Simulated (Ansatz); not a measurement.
# BrGeH₃: what the fields show

```xyz
5

Ge   -1.0014    0.6795    0.1317
Br    1.0953   -1.0137   -0.4403
H     0.5162   -1.6780   -1.5604
H    -0.7460    0.2218    1.6359
H     0.1357    1.7904    0.2332
```

The product side of a reaction path; geometry: PBE0-D4/def2-TZVP.

Level of theory: RKS PBE0-D4/def2-TZVPP in Ansatz.

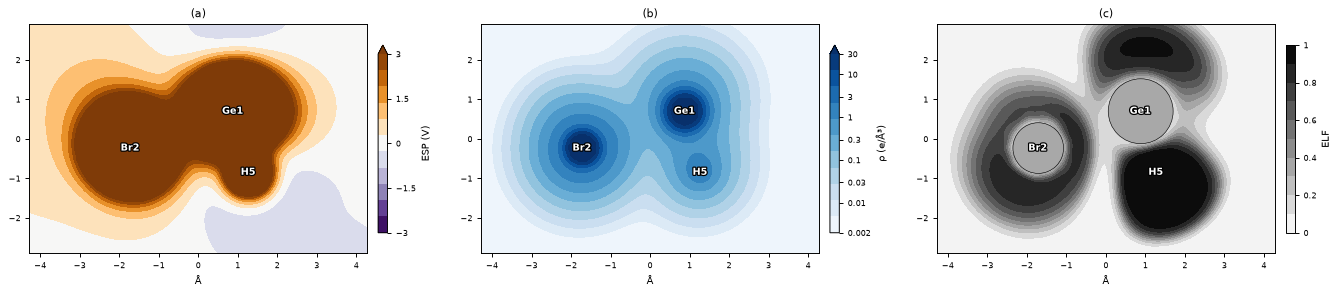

Figure 1. (a) electrostatic potential; (b) electron density; (c) electron localisation function on the plane of atoms Br2, Ge1 and H5. Grey discs cover the atomic cores in the ELF map.

Read the bonding off the picture.

The plane passes through Ge, Br and H nuclei.
Ge–Br (2.76 Å): ρ at the midpoint is about 0.27 e/Å³, with its minimum of 0.23 e/Å³ about 1.2 Å from Ge; the ELF peaks at about 0.85 in the valence shell of Br, 1.0 Å from its nucleus, and is about 0.45 at the midpoint.
Ge–H (1.59 Å): the density is about 0.93 e/Å³ at the midpoint; the ELF climbs to about 1 towards the hydrogen.
The ELF also peaks beside Br2, away from the bonds: lone-pair regions.
Outside the dense part of the molecule the potential is most negative (−0.6 V) near H5.

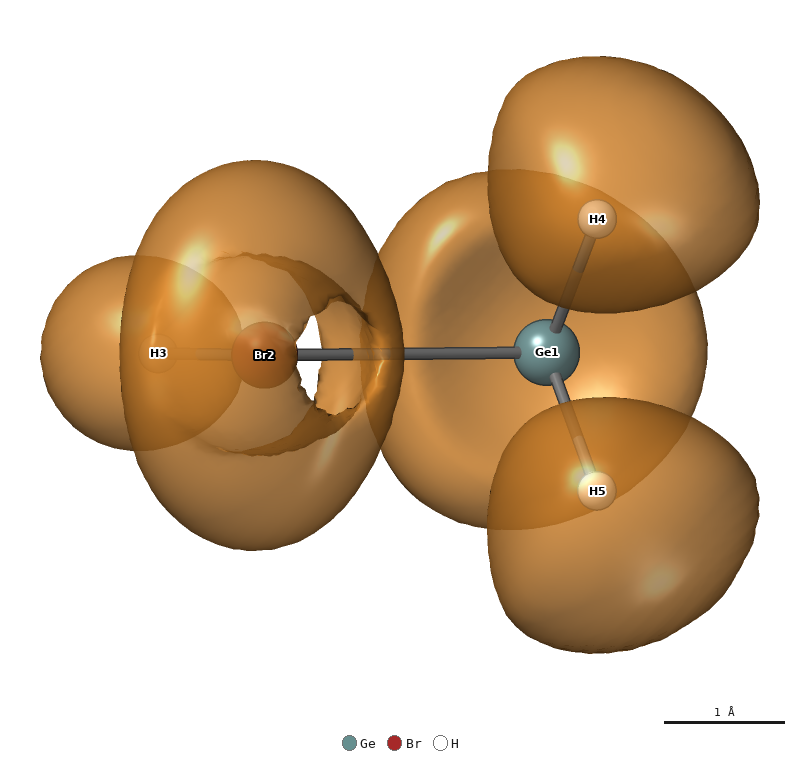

Figure 2. Isosurface of the ELF at 0.75 (orange), seen across its widest extent. Core shells and regions of very low density are left out.

Identify the bonds, lone pairs and shells in this picture.

The surface consists of three regions around hydrogen nuclei, one lobe on Ge, pointing away from the bonds (lone pairs) and one region wrapped around Br (its valence shell).


 Br–H (1.43 Å): the ELF climbs to about 1 towards the hydrogen.

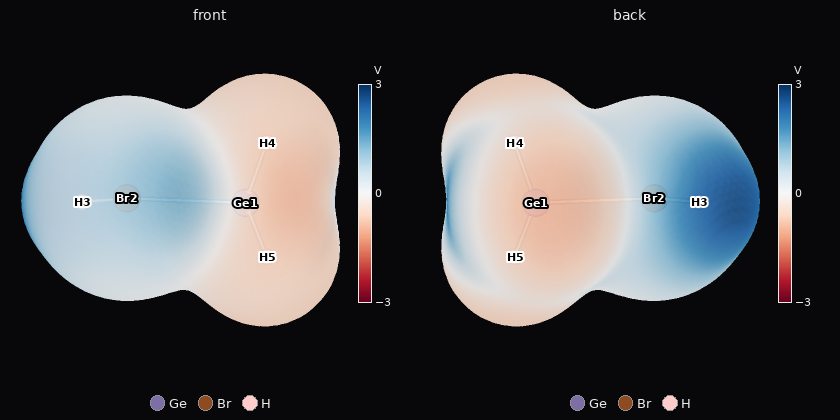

Figure 3. The molecular electrostatic potential painted on the density surface at 0.002 e/bohr³, seen from the front and from behind; red is negative and blue positive.

Describe the electrostatic potential map.

The most negative region (about −0.9 V) lies over H4, the most positive (about +2.6 V) over H3.
